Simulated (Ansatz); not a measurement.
**Run report: BH2F3, geometry relaxation (part 1 of 2)**

System: BH2F3.
Method: RKS PBE0/def2-SVP (Ansatz 0.2.0).

It belongs to a series of runs on one base structure; here: end point B relaxed. Figures and captions count atoms from 1; the log counts them from 0 in places.

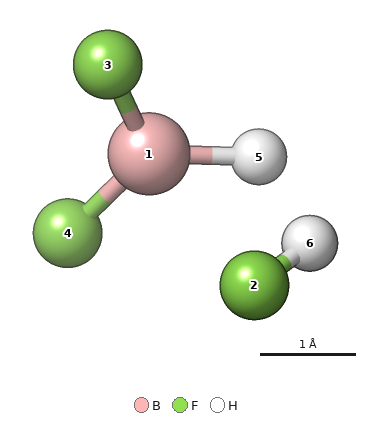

Figure 1. The input geometry (ball-and-stick view, seen at a tilt; atoms are numbered from 1 in the order of the input). Bond lengths as drawn: B–F 1.31 Å, B–H 1.20 Å and F–H 0.92 Å.

Input
```yaml
crystal:
  periodic: [false, false, false]
  atoms:
    - { symbol: B, position_ang: [-0.012759, -0.422577, -0.405456] }
    - { symbol: F, position_ang: [-0.000283, -0.012804, 2.076779] }
    - { symbol: F, position_ang: [1.126087, 0.176792, -0.651255] }
    - { symbol: F, position_ang: [-1.13024, 0.140255, -0.793189] }
    - { symbol: H, position_ang: [-0.023157, -1.517673, 0.079496] }
    - { symbol: H, position_ang: [0.151752, -0.889893, 1.827825] }
basis:
  gaussian: { orbitals: def2-SVP }
hamiltonian:
  xc: pbe0
relax:
  f_tol: 0.03
  max_steps: 50
output:
  orbitals: {}
```

Machine: 1 thread of Arm Neoverse V2, 24 GiB of memory available, shared host.

Launch command:
```bash
ansatz run input.yaml --threads 1 --pin off --max-ram 2048MiB --backend cpu --events-out ev --progress --plain --runs-dir out
```

Output
```
The last accepted step is kept in [file] (removed where the run ends without a failure and the disk answers)
Engine: ansatz 0.2.0, aarch64-unknown-linux-gnu
Functional definition: PBE0
  parameter a = 0.25
  parameter kappa = 0.804
  parameter beta = 0.06672455060314922
  exchange = (1 - a)*pbe_x(kappa = kappa, mu = beta*pi^2/3) + a*exact_x
  correlation = pbe_c(beta = beta)
690 factors; integrals over basis functions are off by at most 3.6e-4 eV
mean field evaluation 1: about -8844.3781 eV, gradient 4.0e1 eV
mean field evaluation 2: about -8842.7150 eV, gradient 5.3e1 eV
mean field evaluation 4: about -8846.6862 eV, gradient 8.1e-1 eV
mean field evaluation 8: about -8846.7340 eV, gradient 1.1e-2 eV
mean field -8846.73398097 eV, -325.1114772691 hartree, gradient 5.9e-5 eV, S^2 0.000000; 0 other end points of the search recorded, 0 dependent functions left out
the calculation of the forces begins
reference -8846.73399952 eV, -325.1114779505 hartree; 17, 17 occupied and 49, 49 virtual orbitals, 690 factors
relax step   1: F+E_penalty+E_count = -8846.73398097 eV  Δ(F+E_penalty+E_count) = +0.000e0 eV  max|allowed force component| = 2.616e-1 eV/Å  Δτ_max = 0.0000 Å  (23 SCF iters, accepted)
these checks for a lower state are left out or cut short: starts, cluster_reference, orbital_swaps, neighbouring_geometries, increment
690 factors; integrals over basis functions are off by at most 3.6e-4 eV
mean field evaluation 16: about -8846.7280 eV, gradient 4.5e-1 eV
mean field -8846.72870195 eV, -325.1112832685 hartree, gradient 1.3e-5 eV, S^2 0.000000; 0 other end points of the search recorded, 0 dependent functions left out
[... from here on the field's lines of each further geometry are left out, up to the last ...]
relax step   2: F+E_penalty+E_count = -8846.72870195 eV  Δ(F+E_penalty+E_count) = +5.279e-3 eV  max|allowed force component| = 1.913e0 eV/Å  Δτ_max = 0.1946 Å  (28 SCF iters, rejected (line search))
relax step   3: F+E_penalty+E_count = -8846.75219605 eV  Δ(F+E_penalty+E_count) = -1.822e-2 eV  max|allowed force component| = 6.939e-1 eV/Å  Δτ_max = 0.0962 Å  (29 SCF iters, accepted)
relax step   4: F+E_penalty+E_count = -8846.76157458 eV  Δ(F+E_penalty+E_count) = -9.379e-3 eV  max|allowed force component| = 1.005e0 eV/Å  Δτ_max = 0.0975 Å  (28 SCF iters, accepted)
relax step   5: F+E_penalty+E_count = -8846.67136124 eV  Δ(F+E_penalty+E_count) = +9.021e-2 eV  max|allowed force component| = 2.515e0 eV/Å  Δτ_max = 0.1459 Å  (32 SCF iters, rejected (line search))
relax step   6: F+E_penalty+E_count = -8846.78745279 eV  Δ(F+E_penalty+E_count) = -2.588e-2 eV  max|allowed force component| = 3.760e-1 eV/Å  Δτ_max = 0.0729 Å  (28 SCF iters, accepted)
relax step   7: F+E_penalty+E_count = -8846.79762247 eV  Δ(F+E_penalty+E_count) = -1.017e-2 eV  max|allowed force component| = 1.679e-1 eV/Å  Δτ_max = 0.0750 Å  (27 SCF iters, accepted)
relax step   8: F+E_penalty+E_count = -8846.80049564 eV  Δ(F+E_penalty+E_count) = -2.873e-3 eV  max|allowed force component| = 3.208e-2 eV/Å  Δτ_max = 0.0412 Å  (28 SCF iters, accepted)
relax step   9: F+E_penalty+E_count = -8846.80178677 eV  Δ(F+E_penalty+E_count) = -1.291e-3 eV  max|allowed force component| = 9.569e-2 eV/Å  Δτ_max = 0.0472 Å  (29 SCF iters, accepted)
relax step  10: F+E_penalty+E_count = -8846.80169003 eV  Δ(F+E_penalty+E_count) = +9.674e-5 eV  max|allowed force component| = 1.460e-1 eV/Å  Δτ_max = 0.0477 Å  (28 SCF iters, rejected (line search))
relax step  11: F+E_penalty+E_count = -8846.80239928 eV  Δ(F+E_penalty+E_count) = -6.125e-4 eV  max|allowed force component| = 4.238e-2 eV/Å  Δτ_max = 0.0238 Å  (29 SCF iters, accepted)
relax step  12: F+E_penalty+E_count = -8846.79640690 eV  Δ(F+E_penalty+E_count) = +5.992e-3 eV  max|allowed force component| = 6.792e-1 eV/Å  Δτ_max = 0.0975 Å  (28 SCF iters, rejected (line search))
relax step  13: F+E_penalty+E_count = -8846.80339557 eV  Δ(F+E_penalty+E_count) = -9.963e-4 eV  max|allowed force component| = 4.461e-2 eV/Å  Δτ_max = 0.0488 Å  (28 SCF iters, accepted)
relax step  14: F+E_penalty+E_count = -8846.80335079 eV  Δ(F+E_penalty+E_count) = +4.478e-5 eV  max|allowed force component| = 2.926e-1 eV/Å  Δτ_max = 0.0491 Å  (29 SCF iters, rejected (line search))
relax step  15: F+E_penalty+E_count = -8846.80393902 eV  Δ(F+E_penalty+E_count) = -5.435e-4 eV  max|allowed force component| = 4.414e-2 eV/Å  Δτ_max = 0.0246 Å  (29 SCF iters, accepted)
relax step  16: F+E_penalty+E_count = -8846.80448734 eV  Δ(F+E_penalty+E_count) = -5.483e-4 eV  max|allowed force component| = 7.784e-2 eV/Å  Δτ_max = 0.0239 Å  (29 SCF iters, accepted)
relax step  17: F+E_penalty+E_count = -8846.80444637 eV  Δ(F+E_penalty+E_count) = +4.096e-5 eV  max|allowed force component| = 1.803e-1 eV/Å  Δτ_max = 0.0375 Å  (28 SCF iters, rejected (line search))
relax step  18: F+E_penalty+E_count = -8846.80503359 eV  Δ(F+E_penalty+E_count) = -5.462e-4 eV  max|allowed force component| = 5.323e-2 eV/Å  Δτ_max = 0.0183 Å  (29 SCF iters, accepted)
relax step  19: F+E_penalty+E_count = -8846.80562968 eV  Δ(F+E_penalty+E_count) = -5.961e-4 eV  max|allowed force component| = 3.661e-2 eV/Å  Δτ_max = 0.0184 Å  (29 SCF iters, accepted)
relax step  20: F+E_penalty+E_count = -8846.80649257 eV  Δ(F+E_penalty+E_count) = -8.629e-4 eV  max|allowed force component| = 9.139e-2 eV/Å  Δτ_max = 0.0274 Å  (28 SCF iters, accepted)
relax step  21: F+E_penalty+E_count = -8846.80755630 eV  Δ(F+E_penalty+E_count) = -1.064e-3 eV  max|allowed force component| = 2.052e-1 eV/Å  Δτ_max = 0.0418 Å  (29 SCF iters, accepted)
relax step  22: F+E_penalty+E_count = -8846.81114125 eV  Δ(F+E_penalty+E_count) = -3.585e-3 eV  max|allowed force component| = 1.038e-1 eV/Å  Δτ_max = 0.0633 Å  (28 SCF iters, accepted)
relax step  23: F+E_penalty+E_count = -8846.81709257 eV  Δ(F+E_penalty+E_count) = -5.951e-3 eV  max|allowed force component| = 1.060e-1 eV/Å  Δτ_max = 0.0949 Å  (29 SCF iters, accepted)
relax step  24: F+E_penalty+E_count = -8846.78568593 eV  Δ(F+E_penalty+E_count) = +3.141e-2 eV  max|allowed force component| = 1.811e0 eV/Å  Δτ_max = 0.1391 Å  (28 SCF iters, rejected (line search))
relax step  25: F+E_penalty+E_count = -8846.82264110 eV  Δ(F+E_penalty+E_count) = -5.549e-3 eV  max|allowed force component| = 1.038e-1 eV/Å  Δτ_max = 0.0696 Å  (27 SCF iters, accepted)
relax step  26: F+E_penalty+E_count = -8846.82664557 eV  Δ(F+E_penalty+E_count) = -4.004e-3 eV  max|allowed force component| = 4.687e-1 eV/Å  Δτ_max = 0.0695 Å  (28 SCF iters, accepted)
relax step  27: F+E_penalty+E_count = -8846.84016871 eV  Δ(F+E_penalty+E_count) = -1.352e-2 eV  max|allowed force component| = 1.886e-1 eV/Å  Δτ_max = 0.1068 Å  (26 SCF iters, accepted)
relax step  28: F+E_penalty+E_count = -8846.85779950 eV  Δ(F+E_penalty+E_count) = -1.763e-2 eV  max|allowed force component| = 1.599e-1 eV/Å  Δτ_max = 0.1602 Å  (28 SCF iters, accepted)
relax step  29: F+E_penalty+E_count = -8846.86846433 eV  Δ(F+E_penalty+E_count) = -1.066e-2 eV  max|allowed force component| = 1.481e-1 eV/Å  Δτ_max = 0.1934 Å  (28 SCF iters, accepted)
relax step  30: F+E_penalty+E_count = -8846.86925262 eV  Δ(F+E_penalty+E_count) = -7.883e-4 eV  max|allowed force component| = 3.807e-2 eV/Å  Δτ_max = 0.0315 Å  (29 SCF iters, accepted)
relax step  31: F+E_penalty+E_count = -8846.86956502 eV  Δ(F+E_penalty+E_count) = -3.124e-4 eV  max|allowed force component| = 2.573e-2 eV/Å  Δτ_max = 0.0132 Å  (31 SCF iters, accepted)
relax step  32: F+E_penalty+E_count = -8846.86867446 eV  Δ(F+E_penalty+E_count) = +8.906e-4 eV  max|allowed force component| = 2.263e-1 eV/Å  Δτ_max = 0.0326 Å  (30 SCF iters, rejected (line search))
the calculation of the forces begins
reference -8846.86958561 eV, -325.1164606475 hartree; 17, 17 occupied and 49, 49 virtual orbitals, 691 factors
relax step  33: F+E_penalty+E_count = -8846.86956690 eV  Δ(F+E_penalty+E_count) = -1.881e-6 eV  max|allowed force component| = 1.347e-2 eV/Å  Δτ_max = 0.0088 Å  (30 SCF iters, accepted)
```

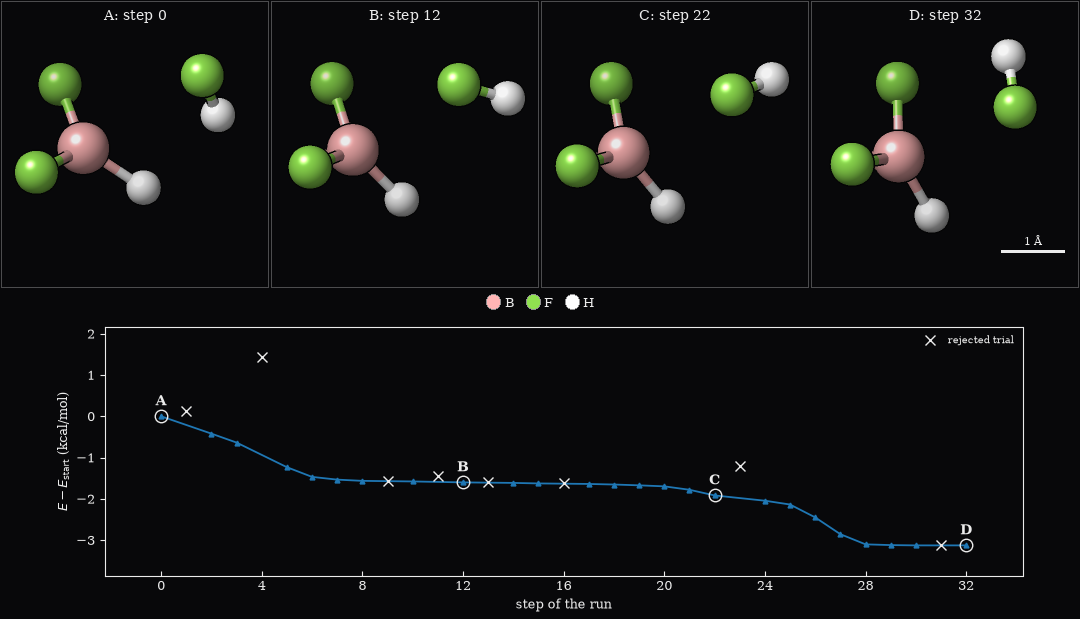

Figure 2. Frames of the relaxation (ball-and-stick view, seen at a tilt) above the curves, on which the letters mark them (the first geometry is step 0 here and step 1 in the log).

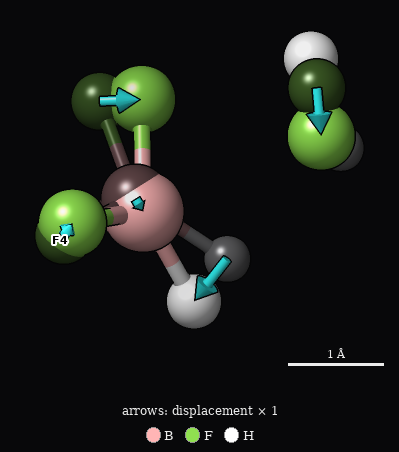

Figure 3. Start (faint) and end (solid) with the displacements as teal arrows, at true length (ball-and-stick view, seen at a tilt). The two geometries are laid on each other by the best rigid fit. After 32 geometry steps the energy has fallen by 3.13 kcal/mol. The largest force component goes from 0.26 to 0.013 eV/Å. The line search rejected the trial steps at points 1, 4, 9, 11, 13, 16, 23, 31 (counted from 0) and went back. The atom that moves furthest after the best rigid fit is H6 (1.00 Å). Largest moves by element: H 1.00 Å, F 0.52 Å, B 0.16 Å. Distances before and after: B1–F3 1.310 → 1.331 Å. Among the angles that change: F3–B1–F4 119.3° → 117.1°. (Atoms are counted from 1 in the order of the input.)

```
691 factors; integrals over basis functions are off by at most 6.4e-4 eV
mean field -8846.86956690 eV, -325.1164599600 hartree, gradient 8.7e-6 eV, S^2 0.000000; 1 other end points of the search recorded, 0 dependent functions left out
the calculation of the forces begins
reference -8846.86958561 eV, -325.1164606475 hartree; 17, 17 occupied and 49, 49 virtual orbitals, 691 factors
Total energy: -8846.86958561 eV, -325.1164606475 hartree
Atom 0 at    -0.057306    -0.519537    -0.390491 Å, force     0.008394    -0.003169    -0.002293 eV/Å
Atom 1 at    -0.290049    -0.516504     1.890699 Å, force    -0.001210    -0.004117     0.002955 eV/Å
Atom 2 at     1.147828    -0.004385    -0.159245 Å, force     0.007711     0.000738     0.003919 eV/Å
Atom 3 at    -1.029825     0.325717    -0.647058 Å, force    -0.013474     0.007788    -0.003858 eV/Å
Atom 4 at    -0.197121    -1.702827    -0.530847 Å, force    -0.002893    -0.004179     0.001355 eV/Å
Atom 5 at     0.537872    -0.108363     1.971142 Å, force     0.001472     0.002939    -0.002078 eV/Å
Dipole moment:     0.263600    -0.014076     0.187576 e Å
```

Trajectory as extended XYZ (Å, eV, eV/Å), 33 frames, from step=1 to step=33
```
6
Properties=species:S:1:pos:R:3:forces:R:3 step=1 energy=-8846.73398
B    -0.0128   -0.4226   -0.4055   -0.0091   0.2006  -0.0271
F    -0.0003   -0.0128    2.0768   -0.0085   0.0503  -0.0856
F     1.1261    0.1768   -0.6513    0.0414   0.0414  -0.0382
F    -1.1302    0.1403   -0.7932   -0.0214   0.0247  -0.0038
H    -0.0232   -1.5177    0.0795   -0.0055  -0.2616   0.0207
H     0.1518   -0.8899    1.8278    0.0032  -0.0553   0.1340
6
Properties=species:S:1:pos:R:3:forces:R:3 step=2 energy=-8846.72870 accepted=F
B    -0.0109   -0.4156   -0.4293    0.0069  -0.1776   0.0825
F     0.0005    0.0182    2.0147    0.2793  -1.9013  -0.0986
F     1.1244    0.1901   -0.6801    0.0633   0.0926  -0.0143
F    -1.1339    0.1572   -0.7881   -0.0541   0.0858   0.0151
H    -0.0134   -1.5437   -0.0006   -0.0056  -0.0124  -0.0408
H     0.1446   -0.9322    2.0176   -0.2898   1.9128   0.0560
6
Properties=species:S:1:pos:R:3:forces:R:3 step=3 energy=-8846.75220
B    -0.0107   -0.4225   -0.4128   -0.0153   0.0077   0.0871
F    -0.0056    0.0100    2.0223    0.1137  -0.6939  -0.1727
F     1.1262    0.1843   -0.6556    0.0382   0.0391  -0.0357
F    -1.1320    0.1537   -0.7730   -0.0165   0.0284  -0.0043
H    -0.0172   -1.5429    0.0310    0.0004  -0.0725  -0.0510
H     0.1506   -0.9085    1.9223   -0.1206   0.6912   0.1766
6
Properties=species:S:1:pos:R:3:forces:R:3 step=4 energy=-8846.76158
B    -0.0104   -0.4120   -0.3938    0.0681  -0.2685  -0.2180
F    -0.0087    0.0139    1.9546    0.1616  -0.9953  -0.0460
F     1.1280    0.1874   -0.6659   -0.0398   0.0752   0.1011
F    -1.1336    0.1617   -0.7590   -0.0142   0.1022   0.1199
H    -0.0115   -1.5630   -0.0212   -0.0044   0.0810   0.0413
H     0.1476   -0.9138    2.0196   -0.1713   1.0053   0.0018
6
Properties=species:S:1:pos:R:3:forces:R:3 step=5 energy=-8846.67136 accepted=F
B    -0.0032   -0.4553   -0.4503   -0.1350   0.6658   0.8673
F    -0.0106    0.0245    1.8090    0.3884  -2.5152   0.9954
F     1.1299    0.2094   -0.6063   -0.2515  -0.3258  -0.3213
F    -1.1393    0.1949   -0.6610    0.3955  -0.3882  -0.2518
H    -0.0029   -1.6141   -0.0958    0.0048   0.0512  -0.4342
H     0.1374   -0.8854    2.1386   -0.4021   2.5121  -0.8554
6
Properties=species:S:1:pos:R:3:forces:R:3 step=6 energy=-8846.78745
B    -0.0053   -0.4311   -0.3980    0.0031  -0.0163  -0.0781
F    -0.0150    0.0184    1.8928    0.0571  -0.3760  -0.0181
F     1.1271    0.1884   -0.6431    0.0820   0.0679   0.0106
F    -1.1310    0.1729   -0.7007   -0.0826   0.0696   0.0223
H    -0.0040   -1.5925   -0.0875    0.0000  -0.0997   0.0538
H     0.1397   -0.8820    2.0706   -0.0596   0.3544   0.0095
6
Properties=species:S:1:pos:R:3:forces:R:3 step=7 energy=-8846.79762
B    -0.0035   -0.4341   -0.4031   -0.0026  -0.0275  -0.0252
F    -0.0177    0.0014    1.8430    0.0268  -0.1671   0.0239
F     1.1282    0.1925   -0.6434    0.0515   0.0410   0.0014
F    -1.1314    0.1824   -0.6801   -0.0470   0.0392   0.0084
H    -0.0010   -1.6056   -0.1252   -0.0010  -0.0535   0.0048
H     0.1368   -0.8626    2.1430   -0.0277   0.1679  -0.0133
6
Properties=species:S:1:pos:R:3:forces:R:3 step=8 energy=-8846.80050
B    -0.0030   -0.4374   -0.4079   -0.0015  -0.0062  -0.0154
F    -0.0215   -0.0086    1.8238   -0.0019   0.0030  -0.0060
F     1.1292    0.1936   -0.6412    0.0192   0.0162   0.0012
F    -1.1313    0.1873   -0.6696   -0.0176   0.0161   0.0022
H    -0.0009   -1.6145   -0.1517   -0.0010  -0.0321  -0.0077
H     0.1388   -0.8462    2.1807    0.0027   0.0029   0.0258
6
Properties=species:S:1:pos:R:3:forces:R:3 step=9 energy=-8846.80179
B    -0.0056   -0.4408   -0.4154   -0.0047  -0.0207  -0.0023
F    -0.0438   -0.0198    1.8180   -0.0273   0.0957  -0.0382
F     1.1312    0.1899   -0.6283    0.0140   0.0133  -0.0020
F    -1.1292    0.1940   -0.6737   -0.0095   0.0125  -0.0043
H    -0.0097   -1.6224   -0.1784   -0.0015  -0.0116  -0.0110
H     0.1685   -0.8268    2.2119    0.0289  -0.0892   0.0579
6
Properties=species:S:1:pos:R:3:forces:R:3 step=10 energy=-8846.80169 accepted=F
B    -0.0070   -0.4464   -0.4192    0.0032  -0.0122  -0.1078
F    -0.0520   -0.0187    1.8189    0.0321  -0.1460   0.0576
F     1.1319    0.1873   -0.6186   -0.0147  -0.0050   0.0325
F    -1.1286    0.1964   -0.6698    0.0113   0.0002   0.0286
H    -0.0135   -1.6369   -0.2237   -0.0017   0.0333   0.0494
H     0.1805   -0.8076    2.2465   -0.0304   0.1298  -0.0603
```
